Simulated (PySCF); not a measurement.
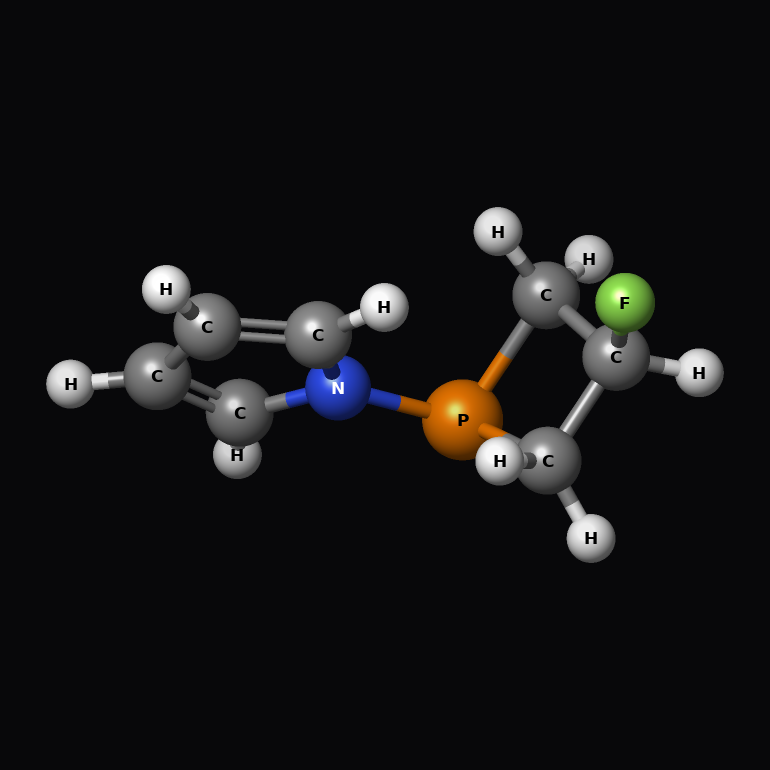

Ball-and-stick drawing of a structure. Multiple sticks mark multiple bonds (one Kekulé form).

The computed structure is the end point of a PBE0-D3(BJ)/def2-SVP optimisation. No frequency run is at hand to confirm it as a minimum.

> Give the formula.

C7H9FNP, 19 atoms: 7 carbon, 9 hydrogen, 1 fluorine, 1 nitrogen and 1 phosphorus.

> Does it have rings?

Independent rings (smallest set): 1 of 4 members, 1 of 5 members, 1 of them aromatic.

> Write the SMILES.

FC1CP(n2cccc2)C1

> Count the bonded pairs by element.

9 C–H, 5 C–C, 2 C–P, 2 C–N, 1 C–F, 1 N–P.

The parts below concern this one geometry. Atoms keep their numbers from picture to picture.

Shape

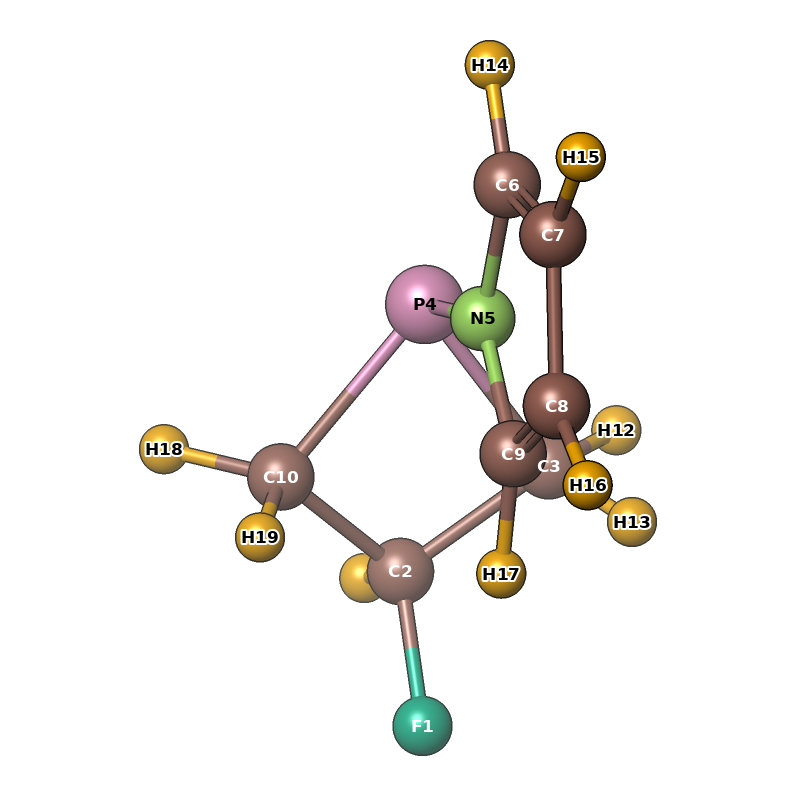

P4 lies behind N5. The molecule seen a little off the N5–P4 bond, N5 in front. Atoms fade into the background with distance from the viewer. No frequency run is at hand to confirm it as a minimum.

> What is the torsion angle C6–N5–P4–C3? The sign is positive where the front bond must turn clockwise to cover the back bond.

140°, anticlinal.

NMR shielding

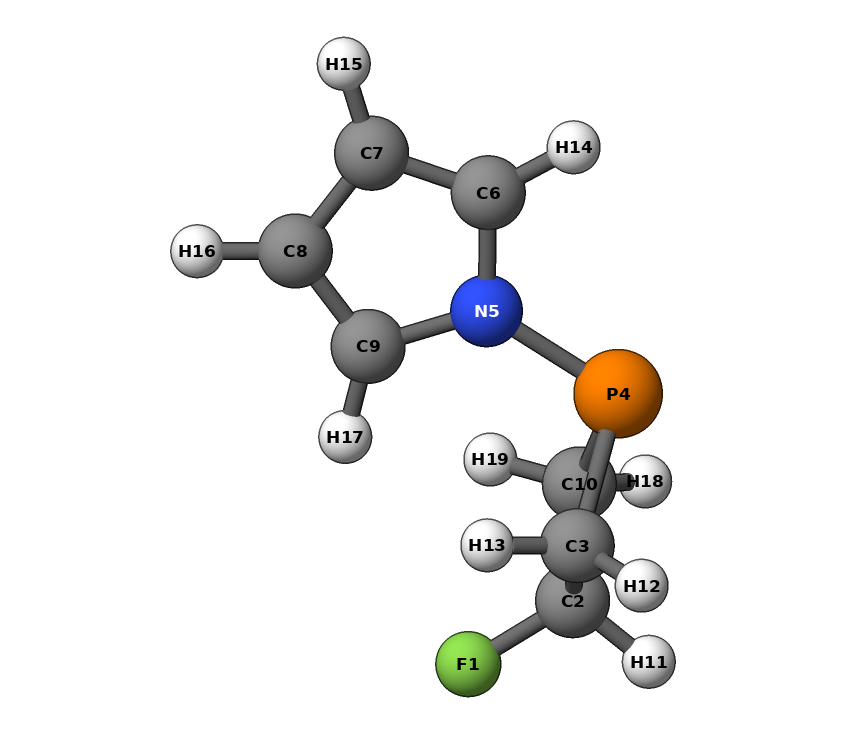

No frequency run is at hand to confirm it as a minimum. Properties computed with GIAO PBE0/pcSseg-1 NMR shielding, non-relativistic, IEF-PCM tetrahydrofuran (PySCF 2.14.0). Principal shieldings σ11 ≤ σ22 ≤ σ33, span Ω = σ33 − σ11, skew κ = 3(σiso − σ22)/Ω.

Give the shielding tensors of the P atoms.

```csv
atom,σ11,σ22,σ33,σiso,Ω,κ
P4,198.7,284.8,455.5,313.0,256.8,0.33
```

Shieldings and span in ppm.

Dipole moment

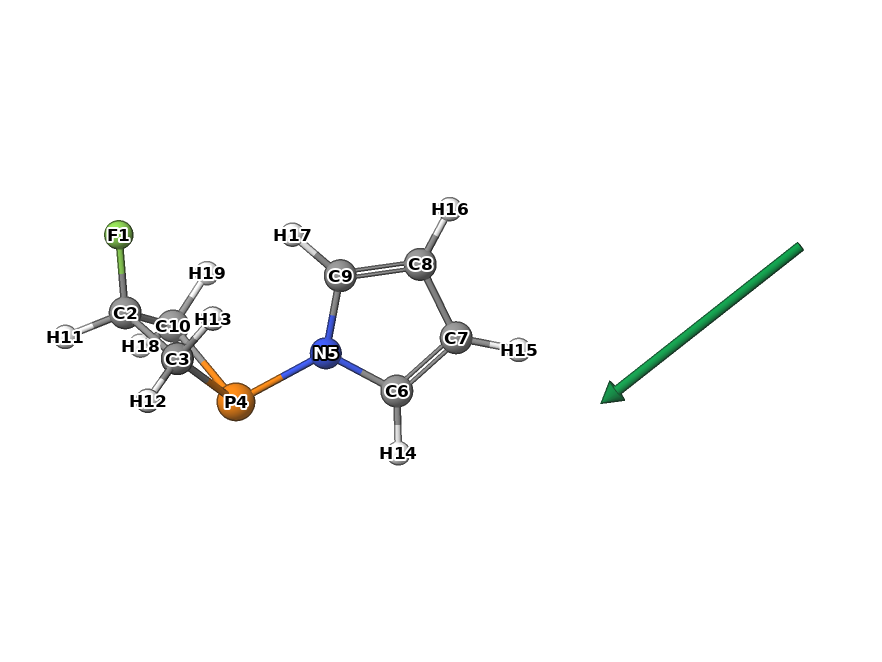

The arrow beside the molecule shows the direction of the dipole moment, from the negative to the positive end (its length means nothing). No frequency run is at hand to confirm it as a minimum. Method: PBE0/pcSseg-1, gas phase (PySCF 2.14.0).

> How large is the dipole moment?

1.71 D; it points from the side of H16 to the side of H11 (the outermost atoms at the two ends).

Quadrupole coupling

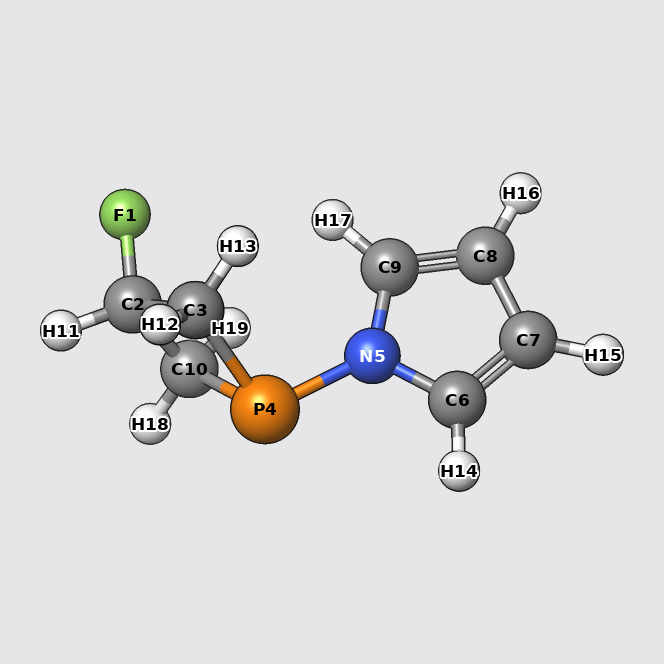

No frequency run is at hand to confirm it as a minimum. Electric field gradients from the ground-state density, PBE0/pcSseg-1 (PySCF 2.14.0), non-relativistic apart from any core potentials.

Give the largest field-gradient component, the quadrupole coupling constant and the asymmetry for 14N at N5 (Q = 20.44 mb), 2H at H11 (Q = 2.86 mb), 2H at H12 (Q = 2.86 mb), 2H at H13 (Q = 2.86 mb), 2H at H14 (Q = 2.86 mb).

```csv
atom,V_zz (a.u.),e²qQ/h (MHz),η
N5,−0.548,−2.63,0.09
H11,0.274,0.184,0.08
H12,0.295,0.199,0.02
H13,0.291,0.196,0.03
H14,0.312,0.210,0.11
```

Charges

The questions are on IAO charges. No frequency run is at hand to confirm it as a minimum. Method: PBE0/pcSseg-1, gas phase (PySCF 2.14.0).

> Which atom carries the highest charge (most positive or least negative)?

P4 (0.61 e).

> And the lowest?

C3, C10 (−0.47 e).

List the IAO charges.

| atom | value (e) |
| --- | --- |
| F1 | −0.32 |
| C2 | 0.18 |
| C3 | −0.47 |
| P4 | 0.61 |
| N5 | −0.27 |
| C6 | −0.11 |
| C7 | −0.22 |
| C8 | −0.21 |
| C9 | −0.13 |
| C10 | −0.47 |
| H11 | 0.14 |
| H12 | 0.16 |
| H13 | 0.17 |
| H14 | 0.16 |
| H15 | 0.16 |
| H16 | 0.16 |
| H17 | 0.15 |
| H18 | 0.16 |
| H19 | 0.17 |
